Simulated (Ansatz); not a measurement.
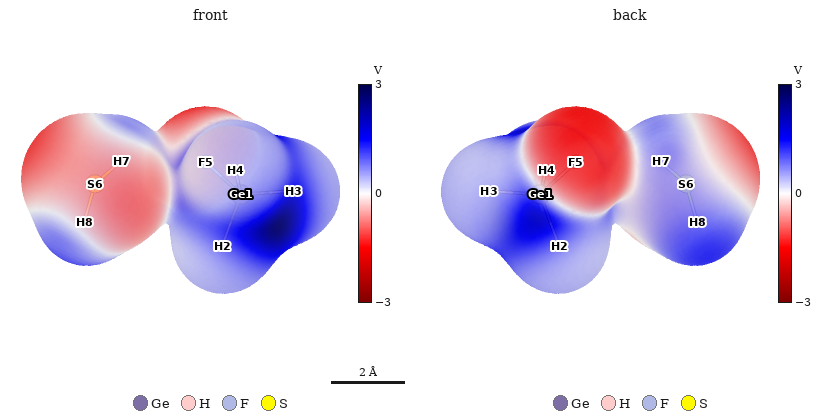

Figure 1: FGeH$_{3}$···H$_{2}$S. The electrostatic potential painted on the density surface at 0.002 e/bohr³, seen from the front and from behind; the colour scale runs from red (negative) to blue (positive).

All numbers below come from RHF/def2-SVP (Ansatz 0.2.0).

```xyz
8

Ge    0.5125    0.1577   -0.1996
H     0.6713    0.2264    1.3151
H     1.8309   -0.1633   -0.9003
H    -0.1656    1.3905   -0.7854
F    -0.5343   -1.1893   -0.5286
S    -3.2685    0.0597    1.3056
H    -2.7364   -0.8321    0.4673
H    -2.9417   -0.6284    2.4015
```

### Which sites attract a positive test charge, and which a negative one?

A positive charge is drawn to the negative regions and a negative charge to the positive ones. The most negative region (about −1.5 V) lies over F5, the most positive (about +2.6 V) over Ge1.
